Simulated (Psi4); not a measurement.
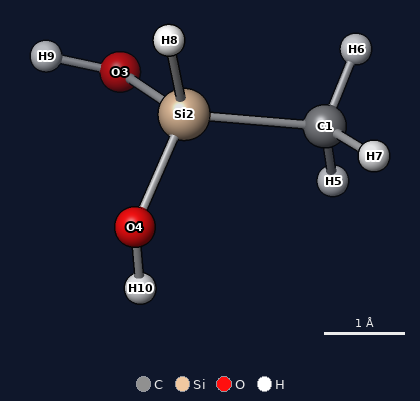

*The structure as given in the input (ball-and-stick view, seen at a tilt; atoms are numbered from 1 in the order of the input).*

Bond lengths as drawn: C–H 1.09 Å, C–Si 1.85 Å, H–O 0.96 Å, H–Si 1.48 Å and O–Si 1.65 Å.

# Single-point calculation, with input and output: CH$_{6}$O$_{2}$Si

The run: single-point calculation of CH$_{6}$O$_{2}$Si. Method and program: PBE/def2-TZVPP, RKS (Psi4 1.11).

The geometry comes from this level: PBE0-D4/def2-TZVP.

## Input file (run.py)
```python
import psi4

psi4.set_memory(1600000000)
psi4.set_num_threads(1)
psi4.core.set_output_file('ch6o2si.out', False)

geom = psi4.geometry("""
C     -2.44341588     0.65724675    -0.27665590
Si     0.97793327     0.34015070     0.39079536
O      1.22907787    -2.18452340     2.19359409
O      2.69285973     0.11054898    -2.19510587
H     -3.17681859    -1.03897142    -1.20110992
H     -3.50241840     0.92426505     1.47549816
H     -2.80510946     2.27485231    -1.50686761
H      2.05715586     2.58873582     1.67184070
H      2.87521830    -2.58306664     2.83421124
H      2.25274251    -1.18599212    -3.38053106
units bohr
symmetry c1
""")

psi4.set_options({
    'reference': 'rks',
    'puream': True,
    'scf_type': 'df',
    'dft_radial_points': 99,
    'dft_spherical_points': 590,
})

e = psi4.energy("pbe/def2-TZVPP")
print(f'total energy {e:.8f} hartree = {e * 27.211386:.5f} eV')
for k, v in sorted(psi4.core.scalar_variables().items()):
    print(f'{k:45s} {v:18.10f}')
```

Launched with:
```bash
python run.py
```

## The program's output
```
=> Loading Basis Set <=

    Name: DEF2-TZVPP
    Role: ORBITAL
    Keyword: BASIS

         ---------------------------------------------------------
                                   SCF
                              RKS Reference
                        1 Threads,   1525 MiB Core
         ---------------------------------------------------------

  ==> Geometry <==

    Molecular point group: c1
    Full point group: C1

    Geometry (in Bohr), charge = 0, multiplicity = 1:

       Center              X                  Y                   Z               Mass
    ------------   -----------------  -----------------  -----------------  -----------------
         C           -3.192674124998     0.846729114626    -0.372554510999    12.000000000000
         SI           0.228675025002     0.529633064626     0.294896749001    27.976926534650
         O            0.479819625002    -1.995041035374     2.097695479001    15.994914619570
         O            1.943601485002     0.300031344626    -2.291004480999    15.994914619570
         H           -3.926076834998    -0.849489055374    -1.297008530999     1.007825032230
         H           -4.251676644998     1.113747414626     1.379599549001     1.007825032230
         H           -3.554367704998     2.464334674626    -1.602766220999     1.007825032230
         H            1.307897615002     2.778218184626     1.575942089001     1.007825032230
         H            2.125960055002    -2.393584275374     2.738312629001     1.007825032230
         H            1.503484265002    -0.996509755374    -3.476429670999     1.007825032230

  Running in c1 symmetry.

  Rotational constants: A =      0.21928  B =      0.20007  C =      0.12221 [cm^-1]
  Rotational constants: A =   6573.89923  B =   5997.90954  C =   3663.74784 [MHz]
  Nuclear repulsion =  183.964371712465692

  Charge       = 0
  Multiplicity = 1
  Electrons    = 42
  Nalpha       = 21
  Nbeta        = 21

  ==> Algorithm <==

  SCF Algorithm Type is DF.
  DIIS enabled.
  MOM disabled.
  Fractional occupation disabled.
  Guess Type is SAD.
  Energy threshold   = 1.00e-06
  Density threshold  = 1.00e-06
  Integral threshold = 1.00e-12

  ==> Primary Basis <==

  Basis Set: DEF2-TZVPP
    Blend: DEF2-TZVPP
    Number of shells: 83
    Number of basis functions: 219
    Number of Cartesian functions: 246
    Spherical Harmonics?: true
    Max angular momentum: 3

  ==> DFT Potential <==

   => LibXC <=

    Version 7.1.2

   => Composite Functional: PBE <=

    PBE GGA Exchange-Correlation Functional

    Deriv               =              1
    GGA                 =           TRUE
    Meta                =          FALSE

    Exchange Hybrid     =          FALSE
    MP2 Hybrid          =          FALSE

   => Exchange Functionals <=

    1.0000     XC_GGA_X_PBE

   => Correlation Functionals <=

    1.0000     XC_GGA_C_PBE

   => LibXC Density Thresholds  <==

    XC_GGA_C_PBE:  1.00E-12
    XC_GGA_X_PBE:  1.00E-15

   => Molecular Quadrature <=

    Radial Scheme          =       TREUTLER
    Pruning Scheme         =           NONE
    Nuclear Scheme         =       TREUTLER

    Blocking Scheme        =         OCTREE
    BS radius alpha        =              1
    Pruning alpha          =              1
    Radial Points          =             99
    Spherical Points       =            590
    Total Points           =         554140
    Total Blocks           =           3905
    Max Points             =            256
    Max Functions          =            216
    Weights Tolerance      =       1.00E-15

   => Loading Basis Set <=

    Name: (DEF2-TZVPP AUX)
    Role: JKFIT
    Keyword: DF_BASIS_SCF

  ==> Integral Setup <==

  DFHelper Memory: AOs need 0.173 GiB; user supplied 0.173 GiB.
  SCF_SUBTYPE=INCORE selected. In-core MEM_DF algorithm will be used.
  Using in-core AOs.

  ==> MemDFJK: Density-Fitted J/K Matrices <==

    J tasked:                   Yes
    K tasked:                    No
    wK tasked:                   No
    Memory [MiB]:               176
    Algorithm:                 Core
    Schwarz Cutoff:           1E-12
    Mask sparsity (%):       3.0149
    Fitting Condition:        1E-10

   => Auxiliary Basis Set <=

  Basis Set: (DEF2-TZVPP AUX)
    Blend: DEF2-UNIVERSAL-JKFIT
    Number of shells: 149
    Number of basis functions: 465
    Number of Cartesian functions: 550
    Spherical Harmonics?: true
    Max angular momentum: 4

  Cached 33.3% of DFT collocation blocks in 0.779 [GiB].

  Minimum eigenvalue in the overlap matrix is 4.6117837135E-04.
  Reciprocal condition number of the overlap matrix is 6.2069860726E-05.
    Using symmetric orthogonalization.

  ==> Pre-Iterations <==

  SCF Guess: Superposition of Atomic Densities via on-the-fly atomic UHF (no occupation information).

   -------------------------
    Irrep   Nso     Nmo
   -------------------------
     A        219     219
   -------------------------
    Total     219     219
   -------------------------

  ==> Iterations <==

                           Total Energy        Delta E     RMS |[F,P]|

   @DF-RKS iter SAD:  -480.84816369730089   -4.80848e+02   0.00000e+00
   @DF-RKS iter   1:  -480.77403831537185    7.41254e-02   6.18598e-03 DIIS/ADIIS
   @DF-RKS iter   2:  -478.98024915233304    1.79379e+00   1.06637e-02 DIIS/ADIIS
   @DF-RKS iter   3:  -481.44176642746413   -2.46152e+00   1.61133e-03 DIIS/ADIIS
   @DF-RKS iter   4:  -481.47405432856829   -3.22879e-02   9.47534e-04 DIIS/ADIIS
   @DF-RKS iter   5:  -481.49392584843577   -1.98715e-02   1.21235e-04 DIIS/ADIIS
   @DF-RKS iter   6:  -481.49422263038593   -2.96782e-04   3.21581e-05 DIIS
   @DF-RKS iter   7:  -481.49423822043462   -1.55900e-05   1.82497e-05 DIIS
   @DF-RKS iter   8:  -481.49424310215699   -4.88172e-06   6.68970e-06 DIIS
   @DF-RKS iter   9:  -481.49424391132726   -8.09170e-07   5.11222e-07 DIIS
  Energy and wave function converged.

  ==> Post-Iterations <==

   Electrons on quadrature grid:
      Ntotal   =   42.0000001525 ; deviation = 1.525e-07

    Orbital Energies [Eh]
    ---------------------

    Doubly Occupied:

       1A    -65.413039     2A    -18.747029     3A    -18.746961
       4A     -9.864312     5A     -5.056000     6A     -3.467516
       7A     -3.466190     8A     -3.464732     9A     -0.923879
      10A     -0.905424    11A     -0.633783    12A     -0.507902
      13A     -0.469689    14A     -0.376063    15A     -0.366216
      16A     -0.351588    17A     -0.332556    18A     -0.328948
      19A     -0.280922    20A     -0.273627    21A     -0.259005

    Virtual:

      22A     -0.004265    23A      0.012377    24A      0.029718
      25A      0.065941    26A      0.074056    27A      0.091797
      28A      0.096094    29A      0.104119    30A      0.115800
      31A      0.171537    32A      0.187527    33A      0.193897
      34A      0.202874    35A      0.217972    36A      0.229592
      37A      0.252010    38A      0.289486    39A      0.320392
      40A      0.331036    41A      0.351890    42A      0.377833
      43A      0.384355    44A      0.409260    45A      0.415511
      46A      0.437897    47A      0.465313    48A      0.473666
      49A      0.491206    50A      0.523458    51A      0.532119
      52A      0.541684    53A      0.578382    54A      0.612194
      55A      0.633127    56A      0.644861    57A      0.671674
      58A      0.716275    59A      0.735221    60A      0.751344
      61A      0.773966    62A      0.803056    63A      0.812223
      64A      0.830223    65A      0.840570    66A      0.868979
      67A      0.890935    68A      0.894064    69A      0.931870
      70A      0.942343    71A      0.995020    72A      1.038548
      73A      1.061645    74A      1.085695    75A      1.126386
      76A      1.138967    77A      1.162600    78A      1.186526
      79A      1.189018    80A      1.245480    81A      1.245597
      82A      1.272150    83A      1.278921    84A      1.294666
      85A      1.338158    86A      1.377063    87A      1.395134
      88A      1.414111    89A      1.444529    90A      1.459469
      91A      1.490050    92A      1.495838    93A      1.513537
      94A      1.550009    95A      1.624371    96A      1.647771
      97A      1.749527    98A      1.779547    99A      1.798169
     100A      1.815363   101A      1.859389   102A      1.952099
     103A      1.961609   104A      1.992791   105A      2.012123
     106A      2.033040   107A      2.139782   108A      2.180352
     109A      2.201089   110A      2.356792   111A      2.404122
     112A      2.460365   113A      2.479393   114A      2.604186
     115A      2.629546   116A      2.667326   117A      2.711459
     118A      2.737053   119A      2.791904   120A      2.816814
     121A      2.831963   122A      2.866317   123A      2.888591
     124A      2.938650   125A      2.952996   126A      2.987174
     127A      3.015787   128A      3.127620   129A      3.182714
     130A      3.196398   131A      3.220066   132A      3.237382
     133A      3.244596   134A      3.252694   135A      3.268606
     136A      3.302965   137A      3.315820   138A      3.363271
     139A      3.373431   140A      3.389566   141A      3.418373
     142A      3.446296   143A      3.466509   144A      3.473456
     145A      3.547690   146A      3.569054   147A      3.585568
     148A      3.626572   149A      3.692780   150A      3.736249
     151A      3.748518   152A      3.784472   153A      3.804355
     154A      3.825302   155A      3.904885   156A      3.932822
     157A      3.951443   158A      3.956594   159A      3.982197
     160A      3.988447   161A      4.021618   162A      4.032699
     163A      4.062616   164A      4.070177   165A      4.098951
     166A      4.156811   167A      4.181025   168A      4.237804
     169A      4.400706   170A      4.451604   171A      4.456614
     172A      4.489928   173A      4.506853   174A      4.658693
     175A      4.821765   176A      4.871451   177A      4.881085
     178A      4.951690   179A      4.989815   180A      4.996518
     181A      5.013351   182A      5.036173   183A      5.050957
     184A      5.079672   185A      5.107717   186A      5.214707
     187A      5.238957   188A      5.240749   189A      5.259863
     190A      5.331148   191A      5.349350   192A      5.394237
     193A      5.510209   194A      5.513531   195A      5.576352
     196A      5.599904   197A      6.292700   198A      6.312985
     199A      6.380794   200A      6.420308   201A      6.440821
     202A      6.472496   203A      6.479373   204A      6.500070
     205A      6.541781   206A      6.562275   207A      6.567657
     208A      6.601977   209A      6.640296   210A      6.925524
     211A      7.053504   212A      7.126421   213A      7.136927
     214A      7.290780   215A      7.509430   216A     12.067467
     217A     23.152073   218A     43.322134   219A     43.346090

    Final Occupation by Irrep:
              A
    DOCC [    21 ]
    NA   [    21 ]
    NB   [    21 ]

  @DF-RKS Final Energy:  -481.49424391132726

   => Energetics <=

    Nuclear Repulsion Energy =            183.9643717124656916
    One-Electron Energy =               -1030.0595209759990212
    Two-Electron Energy =                 410.1248479133734008
    DFT Exchange-Correlation Energy =     -45.5239425611673241
    Empirical Dispersion Energy =           0.0000000000000000
    VV10 Nonlocal Energy =                  0.0000000000000000
    Total Energy =                       -481.4942439113272599

Computation Completed

Properties will be evaluated at   0.000000,   0.000000,   0.000000 [a0]

Properties computed using the SCF density matrix

 Multipole Moments:

 ------------------------------------------------------------------------------------
     Multipole            Electronic (a.u.)      Nuclear  (a.u.)        Total (a.u.)
 ------------------------------------------------------------------------------------

 L = 1.  Multiply by 2.5417464519 to convert [e a0] to [Debye]
 Dipole X            :          3.3094677           -3.3620048           -0.0525370
 Dipole Y            :         -1.3798031            1.0518773           -0.3279258
 Dipole Z            :          0.1732762           -0.3355948           -0.1623185
 Magnitude           :                                                    0.3696523

 ------------------------------------------------------------------------------------

	total time  =         34 seconds =       0.57 minutes
```

## Standard output
```
total energy -481.49424391 hartree = -13102.12573 eV
CURRENT ENERGY                                   -481.4942439113
CURRENT REFERENCE ENERGY                         -481.4942439113
DD SOLVATION ENERGY                                 0.0000000000
DFT FUNCTIONAL TOTAL ENERGY                      -481.4942439113
DFT TOTAL ENERGY                                 -481.4942439113
DFT VV10 ENERGY                                     0.0000000000
DFT XC ENERGY                                     -45.5239425612
GRID ELECTRONS ALPHA                               21.0000000763
GRID ELECTRONS BETA                                21.0000000763
GRID ELECTRONS TOTAL                               42.0000001525
NUCLEAR REPULSION ENERGY                          183.9643717125
ONE-ELECTRON ENERGY                             -1030.0595209760
PCM POLARIZATION ENERGY                             0.0000000000
PE ENERGY                                           0.0000000000
SCF ITERATION ENERGY                             -481.4942439113
SCF ITERATIONS                                      9.0000000000
SCF TOTAL ENERGY                                 -481.4942439113
TWO-ELECTRON ENERGY                               410.1248479134
XC GRID RADIAL POINTS                              99.0000000000
XC GRID SPHERICAL POINTS                          590.0000000000
XC GRID TOTAL POINTS                           554140.0000000000
```

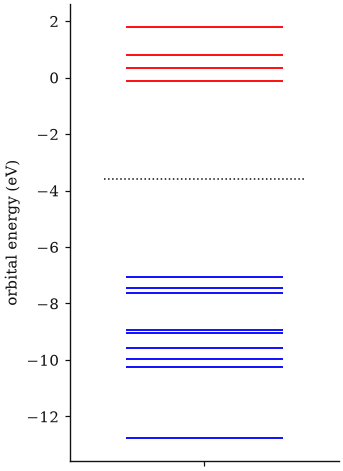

*Orbital energies near the frontier; the dotted line parts filled from empty levels, and levels within 0.02 eV of each other stand side by side.*

Highest filled −7.05 eV, lowest empty −0.12 eV, 6.93 eV apart.

## Summary

- outcome: converged
- total energy: −481.494244 hartree
- basis functions: 219
- HOMO: −7.05 eV
- LUMO: −0.12 eV
- dipole moment: 0.94 D
- hardware: 1 thread of Intel Xeon (Sapphire Rapids), 16 GiB of memory available, shared host
- wall time: 36 s
- peak memory: 1.2 GiB
